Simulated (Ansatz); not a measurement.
**GaAs+ (quartet): wB97X-V, wB97M-V over a scan of the distance Ga1–As2, cc-pVDZ, part 1 of 2**

Aim: run GaAs+ (quartet) with these functionals over a scan of the distance Ga1–As2, and hold them against the top wave-function level at the same points.

Program: Ansatz 0.2.0, Gaussian basis. Level of theory: cc-pVDZ, all electrons in the functionals. These are calculated values, not measurements.

To be run: wB97X-V, wB97M-V, at 2.128 Å; 2.468 Å; 2.704 Å; 3.004 Å; 3.256 Å; 3.757 Å; 4.338 Å; 4.949 Å; 5.884 Å; 7.386 Å; 9.290 Å.

18 further runs of the same task are left out: 1 for a known fault of the program, 15 that didn't finish, 2 set aside as unsound or not needed. Runs told in other sessions of the task aren't counted.

### 1 What is computed

The geometry derives from a PBE0/def2-TZVP stationary point (not a proven minimum). One bond is set to the value named and the two fragments are kept rigid. No spin-orbit coupling is included. The filled d shell of Ga, As may be among the frozen orbitals whatever the setting's name suggests.

2 atoms, charge 1, spin multiplicity 4.

Atoms are counted from 1 here; the program's logs count them from 0.

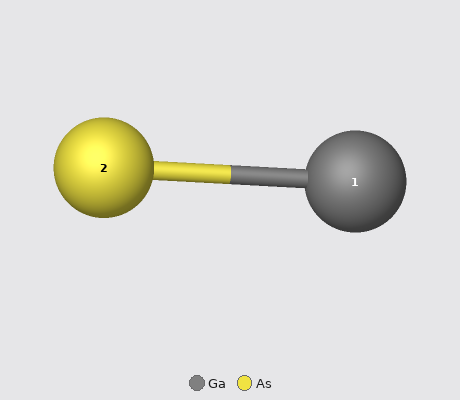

The structure; gallium grey, arsenic yellow; atoms are numbered from 1 in the order of the file.

No dispersion term is added; wB97X-V, wB97M-V hold VV10 nonlocal correlation.

The geometry shown and the zero of energy belong to the point 2.704 Å. The yardstick, FCI, and other wave-function levels (R restricted, U unrestricted, valence and pair active spaces) come from earlier runs.

### 2 wB97X-V, 2.128 Å

in.yaml

```yaml
crystal:
  periodic: [false, false, false]
  atoms:
    - {symbol: Ga, position_ang: [0.000000, 0.000000, 0.000000]}
    - {symbol: As, position_ang: [0.000000, 0.000000, 2.128000]}
basis:
  gaussian: {orbitals: cc-pVDZ}
total_charge: 1
magnetization: {spin_polarized: true, initial_magnetization: 3}
hamiltonian: {xc: {name: wB97X-V}}
```

Command:

```bash
$ ansatz run in.yaml --threads 1 --pin off --events-out ev --progress --plain --max-ram 2393MiB
```

Log:

```text
Functional definition: wB97X-V
  name "wB97X-V"
  cite "Mardirossian & Head-Gordon, Phys. Chem. Chem. Phys. 16, 9904 (2014) doi:10.1039/C3CP54374A"
  cite "Becke, J. Chem. Phys. 107, 8554 (1997) doi:10.1063/1.475007"
  cite "Vydrov & Van Voorhis, J. Chem. Phys. 133, 244103 (2010) doi:10.1063/1.3521275"
  parameter omega = 0.3/bohr
  parameter cx = 0.167
  parameter cx1 = 0.603
  parameter cx2 = 1.194
  parameter css0 = 0.556
  parameter css1 = -0.257
  parameter cos0 = 1.219
  parameter cos1 = -1.850
  parameter b = 6.0
  parameter c = 0.01
  exchange = spin_sum(e_x_unif_sr(omega)*poly(b97_u_x, 1 - cx, cx1, cx2)) + cx*exact_x_sr(omega) + exact_x_lr(omega)
  correlation = spin_sum(e_c_pw_same_spin*poly(b97_u_same, css0, css1))
      + integral(e_c_pw_opposite_spin*poly(b97_u_opposite, cos0, cos1)) + vv10(b, c)
650 factors; integrals over basis functions are off by at most 8.0e-4 eV
156 factors; integrals over basis functions are off by at most 6.9e-6 eV
mean field evaluation 1: about -113196.5753 eV, gradient 9.0e0 eV
mean field evaluation 2: about -113197.1501 eV, gradient 5.2e0 eV
mean field evaluation 4: about -113197.3159 eV, gradient 2.6e-1 eV
mean field evaluation 8: about -113197.3180 eV, gradient 1.5e-2 eV
mean field evaluation 16: about -113197.3180 eV, gradient 4.7e-6 eV
mean field -113197.31799487 eV, -4159.9247084134 hartree, gradient 4.7e-6 eV, S^2 3.756791; 0 other end points of the search recorded, 0 dependent functions left out
reference -113197.31799604 eV, -4159.9247084566 hartree; 33, 30 occupied and 21, 24 virtual orbitals, 650 factors
Total energy: -113197.31799604 eV, -4159.9247084566 hartree
```

Wall time 7.5 s (1 thread of Arm Neoverse V1, shared host).

From the report: ⟨S²⟩ of the determinant 3.757 (pure quartet: 3.75).

### 3 wB97X-V, 2.468 Å

in.yaml, as its differences from that of step 2:

```diff
@@ -4,3 +4,3 @@
     - {symbol: Ga, position_ang: [0.000000, 0.000000, 0.000000]}
-    - {symbol: As, position_ang: [0.000000, 0.000000, 2.128000]}
+    - {symbol: As, position_ang: [0.000000, 0.000000, 2.468000]}
 basis:
```

The command is unchanged.

Log (excerpt; [...] marks lines left out):

```text
Functional definition: wB97X-V
  name "wB97X-V"
  cite "Mardirossian & Head-Gordon, Phys. Chem. Chem. Phys. 16, 9904 (2014) doi:10.1039/C3CP54374A"
  cite "Becke, J. Chem. Phys. 107, 8554 (1997) doi:10.1063/1.475007"
  cite "Vydrov & Van Voorhis, J. Chem. Phys. 133, 244103 (2010) doi:10.1063/1.3521275"
[...]
      + integral(e_c_pw_opposite_spin*poly(b97_u_opposite, cos0, cos1)) + vv10(b, c)
650 factors; integrals over basis functions are off by at most 6.1e-4 eV
159 factors; integrals over basis functions are off by at most 9.5e-6 eV
[...]
mean field -113198.23728022 eV, -4159.9584915270 hartree, gradient 8.1e-5 eV, S^2 3.761388; 0 other end points of the search recorded, 0 dependent functions left out
reference -113198.23728125 eV, -4159.9584915649 hartree; 33, 30 occupied and 21, 24 virtual orbitals, 650 factors
Total energy: -113198.23728125 eV, -4159.9584915649 hartree
```

Wall time 7 s (1 thread of Arm Neoverse V1, shared host).

From the report: ⟨S²⟩ of the determinant 3.761 (pure quartet: 3.75).

### 4 wB97X-V, 2.704 Å

in.yaml, as its differences from that of step 3:

```diff
@@ -4,3 +4,3 @@
     - {symbol: Ga, position_ang: [0.000000, 0.000000, 0.000000]}
-    - {symbol: As, position_ang: [0.000000, 0.000000, 2.468000]}
+    - {symbol: As, position_ang: [0.000000, 0.000000, 2.703500]}
 basis:
```

The command is unchanged.

Log (excerpt; [...] marks lines left out):

```text
Functional definition: wB97X-V
  name "wB97X-V"
  cite "Mardirossian & Head-Gordon, Phys. Chem. Chem. Phys. 16, 9904 (2014) doi:10.1039/C3CP54374A"
  cite "Becke, J. Chem. Phys. 107, 8554 (1997) doi:10.1063/1.475007"
  cite "Vydrov & Van Voorhis, J. Chem. Phys. 133, 244103 (2010) doi:10.1063/1.3521275"
[...]
      + integral(e_c_pw_opposite_spin*poly(b97_u_opposite, cos0, cos1)) + vv10(b, c)
650 factors; integrals over basis functions are off by at most 8.0e-4 eV
161 factors; integrals over basis functions are off by at most 1.1e-5 eV
[...]
mean field -113198.35159173 eV, -4159.9626923975 hartree, gradient 1.5e-5 eV, S^2 3.760856; 0 other end points of the search recorded, 0 dependent functions left out
reference -113198.35159263 eV, -4159.9626924306 hartree; 33, 30 occupied and 21, 24 virtual orbitals, 650 factors
Total energy: -113198.35159263 eV, -4159.9626924306 hartree
```

Run time: 7 s. Hardware: 1 thread of Arm Neoverse V1, shared host.

From the report: ⟨S²⟩ of the determinant 3.761 (pure quartet: 3.75).

### 5 wB97X-V, 3.004 Å

in.yaml, as its differences from that of step 4:

```diff
@@ -4,3 +4,3 @@
     - {symbol: Ga, position_ang: [0.000000, 0.000000, 0.000000]}
-    - {symbol: As, position_ang: [0.000000, 0.000000, 2.703500]}
+    - {symbol: As, position_ang: [0.000000, 0.000000, 3.004000]}
 basis:
```

Same command.

Log (excerpt; [...] marks lines left out):

```text
Functional definition: wB97X-V
  name "wB97X-V"
  cite "Mardirossian & Head-Gordon, Phys. Chem. Chem. Phys. 16, 9904 (2014) doi:10.1039/C3CP54374A"
  cite "Becke, J. Chem. Phys. 107, 8554 (1997) doi:10.1063/1.475007"
  cite "Vydrov & Van Voorhis, J. Chem. Phys. 133, 244103 (2010) doi:10.1063/1.3521275"
[...]
      + integral(e_c_pw_opposite_spin*poly(b97_u_opposite, cos0, cos1)) + vv10(b, c)
650 factors; integrals over basis functions are off by at most 8.5e-4 eV
161 factors; integrals over basis functions are off by at most 1.4e-5 eV
[...]
mean field -113198.31966983 eV, -4159.9615192895 hartree, gradient 1.5e-5 eV, S^2 3.757184; 0 other end points of the search recorded, 0 dependent functions left out
reference -113198.31967059 eV, -4159.9615193172 hartree; 33, 30 occupied and 21, 24 virtual orbitals, 650 factors
Total energy: -113198.31967059 eV, -4159.9615193172 hartree
```

Wall time 7 s (1 thread of Arm Neoverse V1, shared host).

From the report: ⟨S²⟩ of the determinant 3.757 (pure quartet: 3.75).

From 2.704 Å: +3.1 kJ/mol.

### 6 wB97X-V, 3.256 Å

in.yaml, as its differences from that of step 5:

```diff
@@ -4,3 +4,3 @@
     - {symbol: Ga, position_ang: [0.000000, 0.000000, 0.000000]}
-    - {symbol: As, position_ang: [0.000000, 0.000000, 3.004000]}
+    - {symbol: As, position_ang: [0.000000, 0.000000, 3.256000]}
 basis:
```

The command is unchanged.

Log (excerpt; [...] marks lines left out):

```text
Functional definition: wB97X-V
  name "wB97X-V"
  cite "Mardirossian & Head-Gordon, Phys. Chem. Chem. Phys. 16, 9904 (2014) doi:10.1039/C3CP54374A"
  cite "Becke, J. Chem. Phys. 107, 8554 (1997) doi:10.1063/1.475007"
  cite "Vydrov & Van Voorhis, J. Chem. Phys. 133, 244103 (2010) doi:10.1063/1.3521275"
[...]
      + integral(e_c_pw_opposite_spin*poly(b97_u_opposite, cos0, cos1)) + vv10(b, c)
650 factors; integrals over basis functions are off by at most 6.3e-4 eV
161 factors; integrals over basis functions are off by at most 1.6e-5 eV
[...]
mean field -113198.24321663 eV, -4159.9587096860 hartree, gradient 1.0e-5 eV, S^2 3.754288; 0 other end points of the search recorded, 0 dependent functions left out
reference -113198.24321729 eV, -4159.9587097102 hartree; 33, 30 occupied and 21, 24 virtual orbitals, 650 factors
Total energy: -113198.24321729 eV, -4159.9587097102 hartree
```

Wall time 7 s (1 thread of Arm Neoverse V1, shared host).

From the report: ⟨S²⟩ of the determinant 3.754 (pure quartet: 3.75).

From 2.704 Å: +10.5 kJ/mol.

### 7 wB97X-V, 3.757 Å

in.yaml, as its differences from that of step 6:

```diff
@@ -4,3 +4,3 @@
     - {symbol: Ga, position_ang: [0.000000, 0.000000, 0.000000]}
-    - {symbol: As, position_ang: [0.000000, 0.000000, 3.256000]}
+    - {symbol: As, position_ang: [0.000000, 0.000000, 3.757000]}
 basis:
```

Launched as before.

Log (excerpt; [...] marks lines left out):

```text
Functional definition: wB97X-V
  name "wB97X-V"
  cite "Mardirossian & Head-Gordon, Phys. Chem. Chem. Phys. 16, 9904 (2014) doi:10.1039/C3CP54374A"
  cite "Becke, J. Chem. Phys. 107, 8554 (1997) doi:10.1063/1.475007"
  cite "Vydrov & Van Voorhis, J. Chem. Phys. 133, 244103 (2010) doi:10.1063/1.3521275"
[...]
      + integral(e_c_pw_opposite_spin*poly(b97_u_opposite, cos0, cos1)) + vv10(b, c)
650 factors; integrals over basis functions are off by at most 4.3e-4 eV
161 factors; integrals over basis functions are off by at most 1.7e-5 eV
[...]
mean field -113198.08342668 eV, -4159.9528375139 hartree, gradient 4.4e-5 eV, S^2 3.751329; 0 other end points of the search recorded, 0 dependent functions left out
reference -113198.08342717 eV, -4159.9528375319 hartree; 33, 30 occupied and 21, 24 virtual orbitals, 650 factors
Total energy: -113198.08342717 eV, -4159.9528375319 hartree
```

It took 7 s on 1 thread of Arm Neoverse V1, shared host.

From the report: ⟨S²⟩ of the determinant 3.751 (pure quartet: 3.75).

From 2.704 Å: +25.9 kJ/mol.

### 8 wB97X-V, 4.338 Å

in.yaml, as its differences from that of step 7:

```diff
@@ -4,3 +4,3 @@
     - {symbol: Ga, position_ang: [0.000000, 0.000000, 0.000000]}
-    - {symbol: As, position_ang: [0.000000, 0.000000, 3.757000]}
+    - {symbol: As, position_ang: [0.000000, 0.000000, 4.338000]}
 basis:
```

The command is unchanged.

Log (excerpt; [...] marks lines left out):

```text
Functional definition: wB97X-V
  name "wB97X-V"
  cite "Mardirossian & Head-Gordon, Phys. Chem. Chem. Phys. 16, 9904 (2014) doi:10.1039/C3CP54374A"
  cite "Becke, J. Chem. Phys. 107, 8554 (1997) doi:10.1063/1.475007"
  cite "Vydrov & Van Voorhis, J. Chem. Phys. 133, 244103 (2010) doi:10.1063/1.3521275"
[...]
      + integral(e_c_pw_opposite_spin*poly(b97_u_opposite, cos0, cos1)) + vv10(b, c)
650 factors; integrals over basis functions are off by at most 2.6e-4 eV
161 factors; integrals over basis functions are off by at most 1.7e-5 eV
[...]
mean field -113197.95270872 eV, -4159.9480337175 hartree, gradient 5.8e-5 eV, S^2 3.750479; 0 other end points of the search recorded, 0 dependent functions left out
reference -113197.95270901 eV, -4159.9480337280 hartree; 33, 30 occupied and 21, 24 virtual orbitals, 650 factors
Total energy: -113197.95270901 eV, -4159.9480337280 hartree
```

Wall time 6.5 s (1 thread of Arm Neoverse V1, shared host).

From the report: ⟨S²⟩ of the determinant 3.750 (pure quartet: 3.75).

From 2.704 Å: +38.5 kJ/mol.

### 9 wB97X-V, 4.949 Å

in.yaml, as its differences from that of step 8:

```diff
@@ -4,3 +4,3 @@
     - {symbol: Ga, position_ang: [0.000000, 0.000000, 0.000000]}
-    - {symbol: As, position_ang: [0.000000, 0.000000, 4.338000]}
+    - {symbol: As, position_ang: [0.000000, 0.000000, 4.949000]}
 basis:
```

Launched as before.

Log (excerpt; [...] marks lines left out):

```text
Functional definition: wB97X-V
  name "wB97X-V"
  cite "Mardirossian & Head-Gordon, Phys. Chem. Chem. Phys. 16, 9904 (2014) doi:10.1039/C3CP54374A"
  cite "Becke, J. Chem. Phys. 107, 8554 (1997) doi:10.1063/1.475007"
  cite "Vydrov & Van Voorhis, J. Chem. Phys. 133, 244103 (2010) doi:10.1063/1.3521275"
[...]
      + integral(e_c_pw_opposite_spin*poly(b97_u_opposite, cos0, cos1)) + vv10(b, c)
650 factors; integrals over basis functions are off by at most 1.5e-4 eV
161 factors; integrals over basis functions are off by at most 1.8e-5 eV
[...]
mean field -113197.87771880 eV, -4159.9452778886 hartree, gradient 6.8e-5 eV, S^2 3.750354; 0 other end points of the search recorded, 0 dependent functions left out
reference -113197.87771889 eV, -4159.9452778919 hartree; 33, 30 occupied and 21, 24 virtual orbitals, 650 factors
Total energy: -113197.87771889 eV, -4159.9452778919 hartree
```

Run time: 6 s. Hardware: 1 thread of Arm Neoverse V1, shared host.

From the report: ⟨S²⟩ of the determinant 3.750 (pure quartet: 3.75).

From 2.704 Å: +45.7 kJ/mol.

### 10 wB97X-V, 5.884 Å

in.yaml, as its differences from that of step 9:

```diff
@@ -4,3 +4,3 @@
     - {symbol: Ga, position_ang: [0.000000, 0.000000, 0.000000]}
-    - {symbol: As, position_ang: [0.000000, 0.000000, 4.949000]}
+    - {symbol: As, position_ang: [0.000000, 0.000000, 5.884000]}
 basis:
```

Same command.

Log (excerpt; [...] marks lines left out):

```text
Functional definition: wB97X-V
  name "wB97X-V"
  cite "Mardirossian & Head-Gordon, Phys. Chem. Chem. Phys. 16, 9904 (2014) doi:10.1039/C3CP54374A"
  cite "Becke, J. Chem. Phys. 107, 8554 (1997) doi:10.1063/1.475007"
  cite "Vydrov & Van Voorhis, J. Chem. Phys. 133, 244103 (2010) doi:10.1063/1.3521275"
[...]
      + integral(e_c_pw_opposite_spin*poly(b97_u_opposite, cos0, cos1)) + vv10(b, c)
650 factors; integrals over basis functions are off by at most 2.3e-4 eV
161 factors; integrals over basis functions are off by at most 1.8e-5 eV
[...]
mean field -113197.83184349 eV, -4159.9435920022 hartree, gradient 8.1e-6 eV, S^2 3.750343; 0 other end points of the search recorded, 0 dependent functions left out
reference -113197.83184344 eV, -4159.9435920002 hartree; 33, 30 occupied and 21, 24 virtual orbitals, 650 factors
Total energy: -113197.83184344 eV, -4159.9435920002 hartree
```

Run time: 6 s. Hardware: 1 thread of Arm Neoverse V1, shared host.

From the report: ⟨S²⟩ of the determinant 3.750 (pure quartet: 3.75).

From 2.704 Å: +50.1 kJ/mol.

### 11 wB97X-V, 7.386 Å

in.yaml, as its differences from that of step 10:

```diff
@@ -4,3 +4,3 @@
     - {symbol: Ga, position_ang: [0.000000, 0.000000, 0.000000]}
-    - {symbol: As, position_ang: [0.000000, 0.000000, 5.884000]}
+    - {symbol: As, position_ang: [0.000000, 0.000000, 7.386000]}
 basis:
```

Launched as before.

Log (excerpt; [...] marks lines left out):

```text
Functional definition: wB97X-V
  name "wB97X-V"
  cite "Mardirossian & Head-Gordon, Phys. Chem. Chem. Phys. 16, 9904 (2014) doi:10.1039/C3CP54374A"
  cite "Becke, J. Chem. Phys. 107, 8554 (1997) doi:10.1063/1.475007"
  cite "Vydrov & Van Voorhis, J. Chem. Phys. 133, 244103 (2010) doi:10.1063/1.3521275"
[...]
      + integral(e_c_pw_opposite_spin*poly(b97_u_opposite, cos0, cos1)) + vv10(b, c)
650 factors; integrals over basis functions are off by at most 5.3e-5 eV
161 factors; integrals over basis functions are off by at most 1.9e-5 eV
[...]
mean field -113197.81562285 eV, -4159.9429959045 hartree, gradient 3.8e-5 eV, S^2 3.750343; 0 other end points of the search recorded, 0 dependent functions left out
reference -113197.81562276 eV, -4159.9429959013 hartree; 33, 30 occupied and 21, 24 virtual orbitals, 650 factors
Total energy: -113197.81562276 eV, -4159.9429959013 hartree
```

Run time: 4.8 s. Hardware: 1 thread of Arm Neoverse V1, shared host.

From the report: ⟨S²⟩ of the determinant 3.750 (pure quartet: 3.75).

From 2.704 Å: +51.7 kJ/mol.

### 12 wB97X-V, 9.290 Å

in.yaml, as its differences from that of step 11:

```diff
@@ -4,3 +4,3 @@
     - {symbol: Ga, position_ang: [0.000000, 0.000000, 0.000000]}
-    - {symbol: As, position_ang: [0.000000, 0.000000, 7.386000]}
+    - {symbol: As, position_ang: [0.000000, 0.000000, 9.290000]}
 basis:
```

Launched as before.

Log (excerpt; [...] marks lines left out):

```text
Functional definition: wB97X-V
  name "wB97X-V"
  cite "Mardirossian & Head-Gordon, Phys. Chem. Chem. Phys. 16, 9904 (2014) doi:10.1039/C3CP54374A"
  cite "Becke, J. Chem. Phys. 107, 8554 (1997) doi:10.1063/1.475007"
  cite "Vydrov & Van Voorhis, J. Chem. Phys. 133, 244103 (2010) doi:10.1063/1.3521275"
[...]
      + integral(e_c_pw_opposite_spin*poly(b97_u_opposite, cos0, cos1)) + vv10(b, c)
650 factors; integrals over basis functions are off by at most 5.3e-5 eV
161 factors; integrals over basis functions are off by at most 1.9e-5 eV
[...]
mean field -113197.81177669 eV, -4159.9428545608 hartree, gradient 7.1e-5 eV, S^2 3.750343; 0 other end points of the search recorded, 0 dependent functions left out
reference -113197.81177663 eV, -4159.9428545586 hartree; 33, 30 occupied and 21, 24 virtual orbitals, 650 factors
Total energy: -113197.81177663 eV, -4159.9428545586 hartree
```

Run time: 4.6 s. Hardware: 1 thread of Arm Neoverse V1, shared host.

From the report: ⟨S²⟩ of the determinant 3.750 (pure quartet: 3.75).

From 2.704 Å: +52.1 kJ/mol.

### 13 wB97M-V, 2.128 Å

in.yaml

```yaml
crystal:
  periodic: [false, false, false]
  atoms:
    - {symbol: Ga, position_ang: [0.000000, 0.000000, 0.000000]}
    - {symbol: As, position_ang: [0.000000, 0.000000, 2.128000]}
basis:
  gaussian: {orbitals: cc-pVDZ}
total_charge: 1
magnetization: {spin_polarized: true, initial_magnetization: 3}
hamiltonian: {xc: {name: wB97M-V}}
output: {orbitals: {seedname: orbitals}}
```

Launched as before.

Log (excerpt; [...] marks lines left out):

```text
Functional definition: wB97M-V
  name "wB97M-V"
  cite "Mardirossian & Head-Gordon, J. Chem. Phys. 144, 214110 (2016) doi:10.1063/1.4952647"
  cite "Becke, J. Chem. Phys. 107, 8554 (1997) doi:10.1063/1.475007"
  cite "Vydrov & Van Voorhis, J. Chem. Phys. 133, 244103 (2010) doi:10.1063/1.3521275"
  # Of w^i u^j: cxij and so on, Table III.
[...]
  gx(w, u) = 1 - cx + cx01*u + cx10*w
  gss(w, u) = css00 + css04*u^4 + css10*w + css20*w^2 + css43*w^4*u^3
  gos(w, u) = cos00 + cos10*w + (cos20 + cos21*u)*w^2 + (cos60 + cos61*u)*w^6
[...]
      + integral(e_c_pw_mod_opposite_spin*gos(b97_w_opposite, b97_u_opposite)) + vv10(b, c)
650 factors; integrals over basis functions are off by at most 8.0e-4 eV
156 factors; integrals over basis functions are off by at most 6.9e-6 eV
[...]
mean field -113202.10438744 eV, -4160.1006050960 hartree, gradient 2.8e-5 eV, S^2 3.756187; 0 other end points of the search recorded, 0 dependent functions left out
reference -113202.10441854 eV, -4160.1006062389 hartree; 33, 30 occupied and 21, 24 virtual orbitals, 650 factors
Total energy: -113202.10441854 eV, -4160.1006062389 hartree
```

Run time: 9.5 s. Hardware: 1 thread of Arm Neoverse V1, shared host; peak memory 0.26 GiB.

From the report: ⟨S²⟩ of the determinant 3.756 (pure quartet: 3.75).

### 14 wB97M-V, 2.468 Å

in.yaml

```yaml
crystal:
  periodic: [false, false, false]
  atoms:
    - {symbol: Ga, position_ang: [0.000000, 0.000000, 0.000000]}
    - {symbol: As, position_ang: [0.000000, 0.000000, 2.468000]}
basis:
  gaussian: {orbitals: cc-pVDZ}
total_charge: 1
magnetization: {spin_polarized: true, initial_magnetization: 3}
hamiltonian: {xc: {name: wB97M-V}}
output: {forces: true, orbitals: {seedname: orbitals}}
```

The command is unchanged.

Log (excerpt; [...] marks lines left out):

```text
Functional definition: wB97M-V
  name "wB97M-V"
  cite "Mardirossian & Head-Gordon, J. Chem. Phys. 144, 214110 (2016) doi:10.1063/1.4952647"
  cite "Becke, J. Chem. Phys. 107, 8554 (1997) doi:10.1063/1.475007"
  cite "Vydrov & Van Voorhis, J. Chem. Phys. 133, 244103 (2010) doi:10.1063/1.3521275"
  # Of w^i u^j: cxij and so on, Table III.
[...]
  gx(w, u) = 1 - cx + cx01*u + cx10*w
  gss(w, u) = css00 + css04*u^4 + css10*w + css20*w^2 + css43*w^4*u^3
  gos(w, u) = cos00 + cos10*w + (cos20 + cos21*u)*w^2 + (cos60 + cos61*u)*w^6
[...]
      + integral(e_c_pw_mod_opposite_spin*gos(b97_w_opposite, b97_u_opposite)) + vv10(b, c)
650 factors; integrals over basis functions are off by at most 6.1e-4 eV
159 factors; integrals over basis functions are off by at most 9.5e-6 eV
[...]
mean field -113203.06558257 eV, -4160.1359283656 hartree, gradient 7.0e-5 eV, S^2 3.760085; 0 other end points of the search recorded, 0 dependent functions left out
[...]
reference -113203.06561459 eV, -4160.1359295424 hartree; 33, 30 occupied and 21, 24 virtual orbitals, 650 factors
Total energy: -113203.06561459 eV, -4160.1359295424 hartree
Atom 0 at     0.000000     0.000000     0.000000 Å, force     0.000000    -0.000000    -1.107620 eV/Å
Atom 1 at     0.000000     0.000000     2.468000 Å, force     0.000000     0.000000     1.107620 eV/Å
Dipole moment:     0.000000    -0.000000    -0.409206 e Å
```

Wall time 11 s (1 thread of Arm Neoverse V1, shared host); peak memory 0.26 GiB.

From the report: ⟨S²⟩ of the determinant 3.760 (pure quartet: 3.75).

(Continued in part 2 of 2.)
